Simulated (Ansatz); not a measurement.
# ZnH2O + HCl: a complex and its separated parts

The complex below is one end of an elementary step. How strongly is it bound against its free parts?

Computed with Ansatz 0.2.0, Gaussian basis. Level: PBE0-D4/def2-TZVP structures, single points in def2-TZVPP, no counterpoise correction.

Levels: SPW92, PBE-D4, BLYP-D4, r2SCAN-D4, B97M-V, PBE0-D4, B3LYP-D4, r2SCAN0-D4, BHLYP-D4, CAM-B3LYP-D4, wB97X-V, wB97M-V, B2PLYP, PBE-QIDH, RPA on PBE, Hartree-Fock, MP2, CCSD, CCSD(T).

Cores are frozen in the correlated methods. The 3s and 3p shells of Cu and Zn are frozen; filled d shells are correlated. B3LYP uses VWN-RPA correlation. B2PLYP carries no dispersion term here.

21 further runs of the same task are left out: 21 set aside as unsound or not needed.

**1. The starting structure**

The complex: 6 atoms, charge 0, spin multiplicity 1.

Atoms are counted from 1 here; the program's logs count them from 0.

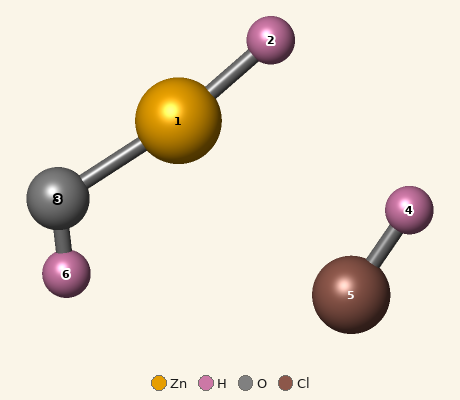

As it starts; zinc amber, hydrogen pink, oxygen grey, chlorine brown; atoms are numbered from 1 in the order of the file.

Coordinates:

```
Zn   -0.08105   -0.48686    0.91450
H    -0.56879    0.67678    1.76452
O     0.47587   -1.98778    0.13963
H    -0.45222    2.24194   -0.53436
Cl   -0.04559    1.48864   -1.48810
H     0.67189   -1.93272   -0.79630
```

Its parts: ZnH2O holds atoms 1, 2, 3, 6; HCl holds atoms 4, 5. Each part counts its atoms afresh in its own runs.

**2. Relaxing ZnH2O alone**

The input, relax-a/in.yaml:

```yaml
crystal:
  periodic: [false, false, false]
  atoms:
    - {symbol: Zn, position_ang: [-0.081051, -0.486856, 0.914498]}
    - {symbol: H, position_ang: [-0.568789, 0.676775, 1.764524]}
    - {symbol: O, position_ang: [0.475866, -1.987776, 0.139633]}
    - {symbol: H, position_ang: [0.671894, -1.932722, -0.796298]}
basis:
  gaussian: {orbitals: def2-TZVP}
hamiltonian: {xc: pbe0, dispersion: d4}
relax: {f_tol: 0.005, max_steps: 200}
```

No record of the launch command was kept for these runs.

The log of the run, shortened:

```text
Functional definition: PBE0
  name "PBE0"
  cite "Adamo & Barone, J. Chem. Phys. 110, 6158 (1999) doi:10.1063/1.478522"
  cite "Perdew, Burke & Ernzerhof, Phys. Rev. Lett. 77, 3865 (1996) doi:10.1103/PhysRevLett.77.3865"
  parent pbe
[...]
780 factors; their error is unknown
[...]
mean field -50491.45328904 eV, -1855.5266840360 hartree, gradient 2.8e-5 eV, S^2 0.000000; 0 other end points of the search recorded, 0 dependent functions left out
[...]
reference -50491.45331849 eV, -1855.5266851183 hartree; 20, 20 occupied and 71, 71 virtual orbitals, 780 factors
relax step   1: F+E_penalty+E_count = -50491.48303932 eV  Δ(F+E_penalty+E_count) = +0.000e0 eV  max|allowed force component| = 2.155e-1 eV/Å  Δτ_max = 0.0000 Å  (24 SCF iters, accepted)
[...]
relax step   4: F+E_penalty+E_count = -50491.48987497 eV  Δ(F+E_penalty+E_count) = -4.000e-5 eV  max|allowed force component| = 1.756e-2 eV/Å  Δτ_max = 0.0011 Å  (21 SCF iters, accepted)
[...]
relax step   5: F+E_penalty+E_count = -50491.48990462 eV  Δ(F+E_penalty+E_count) = -2.965e-5 eV  max|allowed force component| = 4.494e-3 eV/Å  Δτ_max = 0.0024 Å  (30 SCF iters, accepted)
780 factors; their error is unknown
mean field -50491.46010227 eV, -1855.5269344176 hartree, gradient 4.2e-5 eV, S^2 0.000000; 1 other end points of the search recorded, 0 dependent functions left out
[...]
reference -50491.46013181 eV, -1855.5269355032 hartree; 20, 20 occupied and 71, 71 virtual orbitals, 780 factors
Total energy: -50491.48993416 eV, -1855.5280307192 hartree
Atom 0 at    -0.083242    -0.511624     0.952385 Å, force    -0.001589     0.004494     0.001974 eV/Å
Atom 1 at    -0.566133     0.687664     1.740328 Å, force    -0.000210    -0.000184     0.001144 eV/Å
Atom 2 at     0.476112    -1.982644     0.132713 Å, force     0.001236    -0.001518    -0.003783 eV/Å
Atom 3 at     0.671182    -1.923975    -0.803069 Å, force     0.000563    -0.002791     0.000665 eV/Å
Dipole moment:    -0.030295     0.266635    -0.168163 e Å
```

Run time: 3 s. Hardware: 4 threads, shared host; peak memory 0.18 GiB.

Step by step:

```tsv
step	energy from step 1 (eV)	largest force component (eV/Å)
1	0.0000	0.2155
2	-0.0055	0.0988
3	-0.0068	0.0370
4	-0.0068	0.0176
5	-0.0069	0.0045
```

Distances of close pairs at the start and the end, largest changes first:

```tsv
bond	before (Å)	after (Å)	change (Å)
Zn1–H2	1.521	1.514	-0.007
Zn1–O3	1.779	1.774	-0.004
O3–H4	0.958	0.958	-0.000
```

**3. Relaxing HCl alone**

The input, relax-b/in.yaml:

```yaml
crystal:
  periodic: [false, false, false]
  atoms:
    - {symbol: H, position_ang: [-0.452225, 2.241942, -0.534357]}
    - {symbol: Cl, position_ang: [-0.045595, 1.488640, -1.488102]}
basis:
  gaussian: {orbitals: def2-TZVP}
hamiltonian: {xc: pbe0, dispersion: d4}
relax: {f_tol: 0.005, max_steps: 200}
```

The log of the run, shortened:

```text
[... 5 set-up lines as earlier in the session ...]
[...]
312 factors; their error is unknown
[...]
mean field -12535.31633811 eV, -460.6643786828 hartree, gradient 4.2e-5 eV, S^2 0.000000; 0 other end points of the search recorded, 0 dependent functions left out
[...]
reference -12535.31635346 eV, -460.6643792472 hartree; 9, 9 occupied and 34, 34 virtual orbitals, 312 factors
relax step   1: F+E_penalty+E_count = -12535.32091816 eV  Δ(F+E_penalty+E_count) = +0.000e0 eV  max|allowed force component| = 6.477e-2 eV/Å  Δτ_max = 0.0000 Å  (21 SCF iters, accepted)
[...]
relax step   2: F+E_penalty+E_count = -12535.32101681 eV  Δ(F+E_penalty+E_count) = -9.865e-5 eV  max|allowed force component| = 2.639e-2 eV/Å  Δτ_max = 0.0008 Å  (19 SCF iters, accepted)
[...]
relax step   3: F+E_penalty+E_count = -12535.32103631 eV  Δ(F+E_penalty+E_count) = -1.950e-5 eV  max|allowed force component| = 1.144e-4 eV/Å  Δτ_max = 0.0006 Å  (16 SCF iters, accepted)
312 factors; their error is unknown
[...]
mean field -12535.31645841 eV, -460.6643831039 hartree, gradient 7.0e-5 eV, S^2 0.000000; 1 other end points of the search recorded, 0 dependent functions left out
[...]
reference -12535.31647375 eV, -460.6643836678 hartree; 9, 9 occupied and 34, 34 virtual orbitals, 312 factors
Total energy: -12535.32105166 eV, -460.6645519027 hartree
Atom 0 at    -0.451795     2.241145    -0.535367 Å, force    -0.000049     0.000090     0.000114 eV/Å
Atom 1 at    -0.046025     1.489437    -1.487092 Å, force     0.000049    -0.000090    -0.000114 eV/Å
Dipole moment:    -0.083324     0.154362     0.195436 e Å
```

It took 0.5 s on 4 threads, shared host.

Step by step:

```tsv
step	energy from step 1 (eV)	largest force component (eV/Å)
1	0.0000	0.0648
2	-0.0001	0.0264
3	-0.0001	0.0001
```

The bond:

```tsv
bond	before (Å)	after (Å)	change (Å)
H1–Cl2	1.282	1.279	-0.003
```

**4. wB97M-V/def2-TZVPP**

The input, parta/in.yaml:

```yaml
crystal:
  periodic: [false, false, false]
  atoms:
    - {symbol: Zn, position_ang: [-0.083242, -0.511624, 0.952385]}
    - {symbol: H, position_ang: [-0.566133, 0.687664, 1.740328]}
    - {symbol: O, position_ang: [0.476112, -1.982644, 0.132713]}
    - {symbol: H, position_ang: [0.671182, -1.923975, -0.803069]}
basis:
  gaussian: {orbitals: def2-TZVPP}
hamiltonian: {xc: {name: wB97M-V}}
```

The input, partb/in.yaml:

```yaml
crystal:
  periodic: [false, false, false]
  atoms:
    - {symbol: H, position_ang: [-0.451795, 2.241145, -0.535367]}
    - {symbol: Cl, position_ang: [-0.046025, 1.489437, -1.487092]}
basis:
  gaussian: {orbitals: def2-TZVPP}
hamiltonian: {xc: {name: wB97M-V}}
```

Output in parta, shortened:

```text
Functional definition: wB97M-V
  name "wB97M-V"
  cite "Mardirossian & Head-Gordon, J. Chem. Phys. 144, 214110 (2016) doi:10.1063/1.4952647"
  cite "Becke, J. Chem. Phys. 107, 8554 (1997) doi:10.1063/1.475007"
  cite "Vydrov & Van Voorhis, J. Chem. Phys. 133, 244103 (2010) doi:10.1063/1.3521275"
  # Of w^i u^j: cxij and so on, Table III.
[...]
  gx(w, u) = 1 - cx + cx01*u + cx10*w
  gss(w, u) = css00 + css04*u^4 + css10*w + css20*w^2 + css43*w^4*u^3
  gos(w, u) = cos00 + cos10*w + (cos20 + cos21*u)*w^2 + (cos60 + cos61*u)*w^6
[...]
      + integral(e_c_pw_mod_opposite_spin*gos(b97_w_opposite, b97_u_opposite)) + vv10(b, c)
805 factors; their error is unknown
137 factors; integrals over basis functions are off by at most 3.5e-5 eV
[...]
mean field -50497.20352431 eV, -1855.7380012847 hartree, gradient 6.7e-5 eV, S^2 0.000000; 0 other end points of the search recorded, 0 dependent functions left out
reference -50497.20357090 eV, -1855.7380029967 hartree; 20, 20 occupied and 103, 103 virtual orbitals, 805 factors
Total energy: -50497.20357090 eV, -1855.7380029967 hartree
```

Log of partb, shortened:

```text
[... 5 set-up lines as earlier in the session ...]
  # Of w^i u^j: cxij and so on, Table III.
[...]
  gx(w, u) = 1 - cx + cx01*u + cx10*w
  gss(w, u) = css00 + css04*u^4 + css10*w + css20*w^2 + css43*w^4*u^3
  gos(w, u) = cos00 + cos10*w + (cos20 + cos21*u)*w^2 + (cos60 + cos61*u)*w^6
[...]
      + integral(e_c_pw_mod_opposite_spin*gos(b97_w_opposite, b97_u_opposite)) + vv10(b, c)
369 factors; their error is unknown
61 factors; integrals over basis functions are off by at most 9.1e-5 eV
[...]
mean field -12538.73838894 eV, -460.7901367315 hartree, gradient 5.6e-5 eV, S^2 0.000000; 0 other end points of the search recorded, 0 dependent functions left out
reference -12538.73841199 eV, -460.7901375785 hartree; 9, 9 occupied and 47, 47 virtual orbitals, 369 factors
Total energy: -12538.73841199 eV, -460.7901375785 hartree
```

Times: 1.6 s (parta), 0.35 s (partb) on 4 threads, shared host; peak memory 0.28 GiB.

**5. CCSD(T)/def2-TZVPP**

parta/in.yaml: that of step 4 with these lines changed.

```diff
@@ -9,2 +9,2 @@
   gaussian: {orbitals: def2-TZVPP}
-hamiltonian: {xc: {name: wB97M-V}}
+correlation: {method: ccsd_t, frozen_orbitals: {H: 0, O: 1, Zn: 9}}
```

partb/in.yaml: that of step 4 with these lines changed.

```diff
@@ -7,2 +7,2 @@
   gaussian: {orbitals: def2-TZVPP}
-hamiltonian: {xc: {name: wB97M-V}}
+correlation: {method: ccsd_t}
```

Output in parta, shortened:

```text
Functional definition: HF
  name "HF"
  cite "Fock, Z. Phys. 61, 126 (1930) doi:10.1007/BF01340294"
[... 1 set-up line as earlier in the session ...]
[...]
809 factors; integrals over basis functions are off by at most 1.4e-3 eV
[...]
mean field -50446.21883153 eV, -1853.8643483834 hartree, gradient 1.4e-6 eV, S^2 0.000000; 0 other end points of the search recorded, 0 dependent functions left out
10 core orbitals not correlated: weight in the atoms' cores, before any rotation towards them, 1.000 or more for the frozen orbitals, at most 0.000 for the correlated occupied ones
reference -50446.21883153 eV, -1853.8643483834 hartree; 10, 10 occupied and 103, 103 virtual orbitals, 809 factors
second order -20.85312888 eV of doubles, -0.00000000 eV of singles
cycle   1  -18.98308104 eV  change     1.9e0 eV  update   1.2e-1
[...]
cycle  10  -19.70842271 eV  change   -2.3e-5 eV  update   1.1e-5
perturbative correction -0.62374008 eV, -0.0229220252 hartree
Total energy: -50466.55099432 eV, -1854.6115415845 hartree
```

Output in partb, shortened:

```text
[... 4 set-up lines as earlier in the session ...]
[...]
322 factors; integrals over basis functions are off by at most 1.4e-3 eV
[...]
mean field -12519.93378143 eV, -460.0990801516 hartree, gradient 2.9e-6 eV, S^2 0.000000; 0 other end points of the search recorded, 0 dependent functions left out
5 core orbitals not correlated: weight in the atoms' cores, before any rotation towards them, 1.000 or more for the frozen orbitals, at most 0.000 for the correlated occupied ones
reference -12519.93378143 eV, -460.0990801516 hartree; 4, 4 occupied and 47, 47 virtual orbitals, 322 factors
second order -5.53926230 eV of doubles, -0.00000000 eV of singles
cycle   1  -5.96028718 eV  change   -4.2e-1 eV  update   3.9e-2
[...]
cycle   7  -6.10183111 eV  change   -5.5e-6 eV  update   7.9e-6
perturbative correction -0.21572424 eV, -0.0079277196 hartree
Total energy: -12526.25133677 eV, -460.3312460283 hartree
```

They took 1.9 s (parta), 0.25 s (partb) on 4 threads, shared host; peak memory 0.46 GiB.

**6. Vibrations of ZnH2O**

The input, vib-parta/in.yaml:

```yaml
crystal:
  periodic: [false, false, false]
  atoms:
    - {symbol: Zn, position_ang: [-0.083242, -0.511624, 0.952385]}
    - {symbol: H, position_ang: [-0.566133, 0.687664, 1.740328]}
    - {symbol: O, position_ang: [0.476112, -1.982644, 0.132713]}
    - {symbol: H, position_ang: [0.671182, -1.923975, -0.803069]}
basis:
  gaussian: {orbitals: def2-TZVP}
hamiltonian: {xc: pbe0, dispersion: d4}
phonons: {temperatures: {t_min: 298.15, t_max: 900, t_step: 200}}
```

The log of the run, shortened:

```text
[... 5 set-up lines as earlier in the session ...]
[...]
780 factors; their error is unknown
[...]
mean field -50491.46010228 eV, -1855.5269344178 hartree, gradient 2.9e-5 eV, S^2 0.000000; 0 other end points of the search recorded, 0 dependent functions left out
[...]
reference -50491.46013182 eV, -1855.5269355034 hartree; 20, 20 occupied and 71, 71 virtual orbitals, 780 factors
[... from here to the last solve, the lines of the solves are left out (15 solves) ...]
780 factors; their error is unknown
[...]
mean field -50491.46002061 eV, -1855.5269314166 hartree, gradient 1.9e-6 eV, S^2 0.000000; 0 other end points of the search recorded, 0 dependent functions left out
[...]
reference -50491.46005014 eV, -1855.5269325019 hartree; 20, 20 occupied and 71, 71 virtual orbitals, 780 factors
Total energy: -50491.48993417 eV, -1855.5280307195 hartree
Atom 0 at    -0.083242    -0.511624     0.952385 Å, force    -0.001598     0.004513     0.001986 eV/Å
Atom 1 at    -0.566133     0.687664     1.740328 Å, force    -0.000208    -0.000189     0.001142 eV/Å
Atom 2 at     0.476112    -1.982644     0.132713 Å, force     0.001249    -0.001531    -0.003823 eV/Å
Atom 3 at     0.671182    -1.923975    -0.803069 Å, force     0.000557    -0.002793     0.000695 eV/Å
Dipole moment:    -0.030294     0.266634    -0.168164 e Å
Vibrations: 471.31 488.63 666.94 723.69 1985.22 3923.38 cm⁻¹, zero-point energy 0.512003 eV
```

Wall time 7 s (4 threads, shared host); peak memory 0.18 GiB.

Wavenumbers and character of the modes:

```tsv
mode	wavenumber (cm⁻¹)	character
1	471	bend
2	489	bend
3	667	Zn–O stretch
4	724	bend
5	1985	Zn–H stretch
6	3923	O–H stretch
```

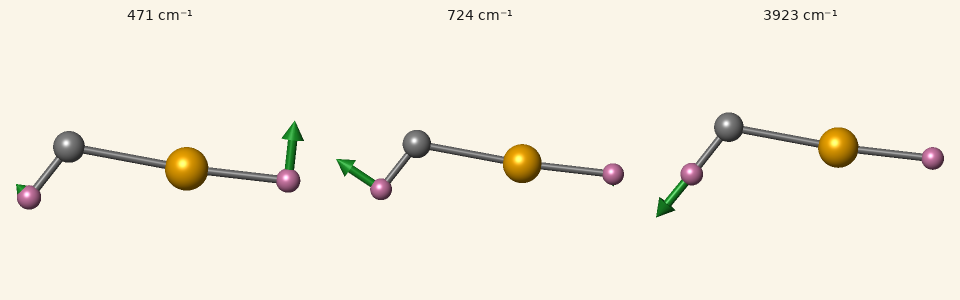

Displacements of 3 modes, as arrows.

Vibrational sums (real modes only):

```tsv
T (K)	entropy (J/mol/K)	heat capacity (J/mol/K)
298	8.6	17.9
498	20.2	27.1
698	30.2	32.0
898	38.7	35.3
```

**7. Vibrations of HCl**

The input, vib-partb/in.yaml:

```yaml
crystal:
  periodic: [false, false, false]
  atoms:
    - {symbol: H, position_ang: [-0.451795, 2.241145, -0.535367]}
    - {symbol: Cl, position_ang: [-0.046025, 1.489437, -1.487092]}
basis:
  gaussian: {orbitals: def2-TZVP}
hamiltonian: {xc: pbe0, dispersion: d4}
phonons: {temperatures: {t_min: 298.15, t_max: 900, t_step: 200}}
```

The log of the run, shortened:

```text
[... 5 set-up lines as earlier in the session ...]
[...]
312 factors; their error is unknown
[...]
mean field -12535.31645841 eV, -460.6643831039 hartree, gradient 4.2e-5 eV, S^2 0.000000; 0 other end points of the search recorded, 0 dependent functions left out
[...]
reference -12535.31647375 eV, -460.6643836678 hartree; 9, 9 occupied and 34, 34 virtual orbitals, 312 factors
[...]
312 factors; their error is unknown
[...]
mean field -12535.31645841 eV, -460.6643831038 hartree, gradient 1.1e-6 eV, S^2 0.000000; 0 other end points of the search recorded, 0 dependent functions left out
[...]
reference -12535.31647375 eV, -460.6643836677 hartree; 9, 9 occupied and 34, 34 virtual orbitals, 312 factors
[...]
312 factors; their error is unknown
mean field -12535.31635839 eV, -460.6643794284 hartree, gradient 4.5e-7 eV, S^2 0.000000; 0 other end points of the search recorded, 0 dependent functions left out
[...]
reference -12535.31637373 eV, -460.6643799919 hartree; 9, 9 occupied and 34, 34 virtual orbitals, 312 factors
[...]
312 factors; their error is unknown
[...]
mean field -12535.31635610 eV, -460.6643793439 hartree, gradient 6.3e-7 eV, S^2 0.000000; 0 other end points of the search recorded, 0 dependent functions left out
[...]
reference -12535.31637145 eV, -460.6643799083 hartree; 9, 9 occupied and 34, 34 virtual orbitals, 312 factors
Total energy: -12535.32105166 eV, -460.6645519027 hartree
Atom 0 at    -0.451795     2.241145    -0.535367 Å, force    -0.000048     0.000089     0.000113 eV/Å
Atom 1 at    -0.046025     1.489437    -1.487092 Å, force     0.000048    -0.000089    -0.000113 eV/Å
Dipole moment:    -0.083325     0.154363     0.195436 e Å
Vibrations: 2997.04 cm⁻¹, zero-point energy 0.185793 eV
```

Wall time 1.2 s (4 threads, shared host).

Wavenumbers and character of the modes:

```tsv
mode	wavenumber (cm⁻¹)	character
1	2997	Cl–H stretch
```

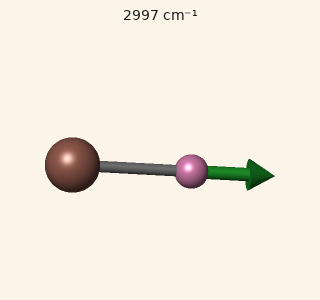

How the atoms move in 1 of the modes.

Vibrational sums (real modes only):

```tsv
T (K)	entropy (J/mol/K)	heat capacity (J/mol/K)
298	0.0	0.0
498	0.0	0.1
698	0.1	0.7
898	0.4	1.6
```

**8. Complex less separated parts**

The complex's own energies come from single points at the same levels. Levels not printed above were run the same way.

Rows are in def2-TZVPP; times add the 3 runs of a level on a shared host, so small differences are noise.

Differences are taken before rounding.

```tsv
method	rung	complex less parts (eV)	from CCSD(T) (eV)	time
SPW92	LDA	-0.216	-0.117	1.1 s
PBE-D4	GGA	-0.137	-0.039	1.4 s
BLYP-D4	GGA	-0.108	-0.010	1.5 s
r2SCAN-D4	meta-GGA	-0.143	-0.044	2.9 s
B97M-V	meta-GGA	-0.136	-0.037	4.6 s
PBE0-D4	hybrid	-0.131	-0.032	2 s
B3LYP-D4	hybrid	-0.115	-0.017	2 s
r2SCAN0-D4	hybrid	-0.140	-0.041	3.1 s
BHLYP-D4	hybrid	-0.128	-0.029	2 s
CAM-B3LYP-D4	range-separated hybrid	-0.119	-0.020	2.2 s
wB97X-V	range-separated hybrid	-0.127	-0.028	4.7 s
wB97M-V	range-separated hybrid	-0.133	-0.034	5.1 s
B2PLYP	double hybrid	-0.070	+0.028	3.4 s
PBE-QIDH	double hybrid	-0.102	-0.003	3.3 s
RPA on PBE	RPA	-0.069	+0.029	2.9 s
Hartree-Fock	wavefunction	-0.025	+0.074	
MP2	wavefunction	-0.097	+0.002	
CCSD	wavefunction	-0.085	+0.014	
CCSD(T)	wavefunction	-0.099	0	18 s
```

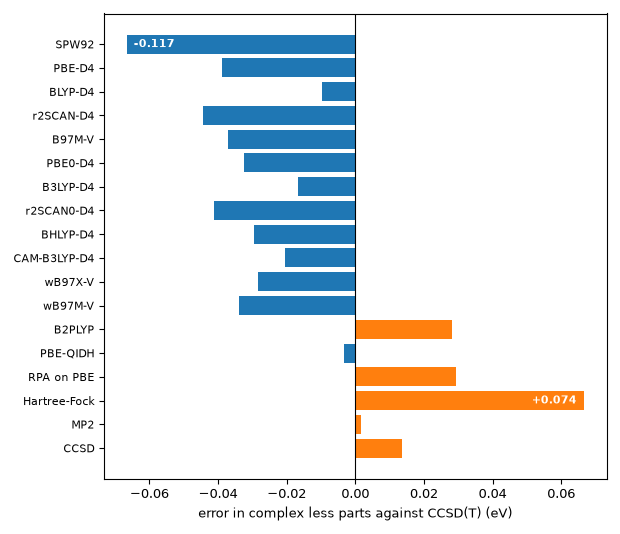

Deviations from CCSD(T), method by method. Bars with a number in them are cut short.

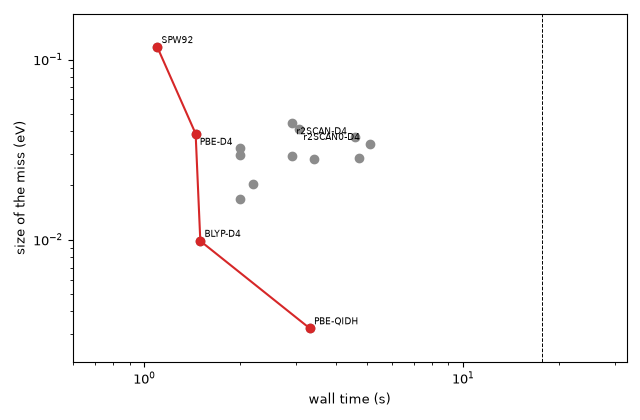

Miss against cost. Red marks the levels that no quicker level drawn beats (of those quicker than the yardstick), and the dashed line is the time of CCSD(T). Only those levels and the largest misses are named. Times are from a shared host.

For cost: PBE-QIDH gets within 0.003 eV in 3.3 s, where CCSD(T) took 18 s; the quickest level in the cost chart, SPW92, takes 1.1 s and misses by 0.117 eV.

The complex's zero-point energy, from a separate PBE0-D4 run, is 0.735 eV.

**9. What came out**

```
                              quantity      value
complex less parts, CCSD(T)/def2-TZVPP  -0.099 eV
                with zero-point energy  -0.061 eV
                 largest T1 diagnostic      0.018
```

What this shows: At CCSD(T) the complex lies 0.099 eV below its parts. Among the functionals PBE-QIDH lands nearest to CCSD(T) (-0.003 eV) and SPW92 farthest (-0.117 eV). Mean unsigned error by rung: LDA 0.117, GGA 0.024, meta-GGA 0.041, hybrid 0.030, range-separated hybrid 0.028, double hybrid 0.016 eV. PBE-D4 gives a relative energy 0.039 eV too low, an error of 39 % of the reference. No counterpoise was applied, and triple zeta lacks some correlation, so the CCSD(T) reference has a basis error of its own, and close matches with it are partly luck.
